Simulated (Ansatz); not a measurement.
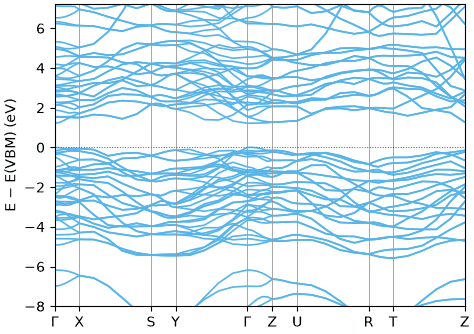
Figure. Band structure from plane-wave PAW PBE+D3(BJ) (Ansatz code)

Problem. Read off the gap and where the band edges lie.

Solution. About 1.2 eV (1.21 eV by a search for the band edges); maximum on the Γ–Z line, 9 % of the way from Γ, minimum at Γ.

The material is Sb₂S₃ in space group Pnma (No. 62; Pearson symbol oP20).

Symmetry was held in the PBE+D3(BJ) relaxation. Scalar-relativistic: spin–orbit coupling is off unless named, which matters more the heavier the elements.

Potentials: the later of the program's two PAW sets.
